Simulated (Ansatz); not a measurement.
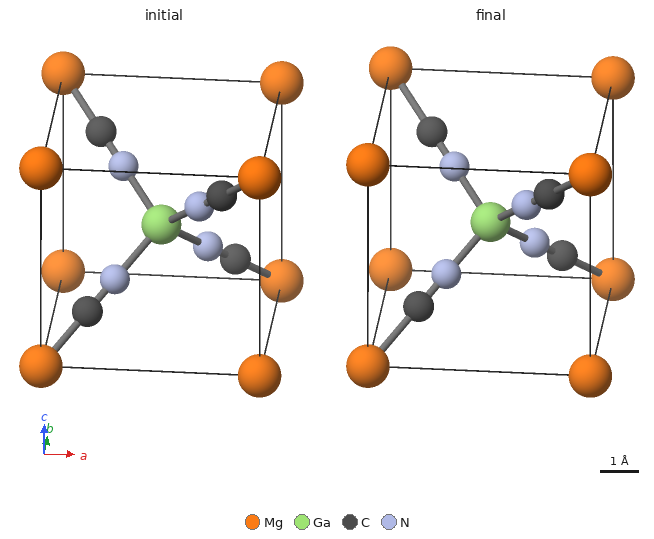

The structure of a crystal of MgGaC4N4 (a generated structure, set up in P-43m) (coarse preliminary run) before (left) and after (right) a relaxation, at one scale.

Style: ball-and-stick. Shown: the cell of the calculation, from a free direction.

Theory: DFT PBE, scalar-relativistic, plane waves, PAW in Ansatz 0.2.0. Settings: plane-wave cutoff 420 eV; k-point mesh 4 × 4 × 4; occupations gaussian; smearing width 0.1 eV; no spin polarisation; cell and atoms relaxed; force threshold 0.04 eV/Å; at most 70 steps.

> What changed between the two?

The largest moves relative to the cell, 0.15 Å, are those of C atoms. Largest moves by element: C 0.15 Å, N 0.13 Å. Mg and Ga stay in place. The volume changes by +5.3 %, with a = b = c 5.929 → 6.033 Å (+1.7 %). Some distances before and after: C–Mg 1.980 → 2.162 Å, Ga–N 1.985 → 1.885 Å, C–N 1.170 → 1.178 Å. The space group stays P-43m (No. 215). The energy falls by 1.027 eV per cell of the calculation in 3 accepted moves (4 points after the start). Largest force component: 1.3 eV/Å at the start, 0.015 eV/Å at the end. The pressure goes from 2.51 to 0.24 GPa. The SCF was repeated once at an unchanged geometry on a basis and grid sized afresh for the cell, which shifted the energy by 25.5 meV per cell of the calculation at most. The run took 14 s on 1 thread of AMD EPYC 9R45 96-Core Processor (Zen 5), on a shared host, peak memory 0.49 GiB.
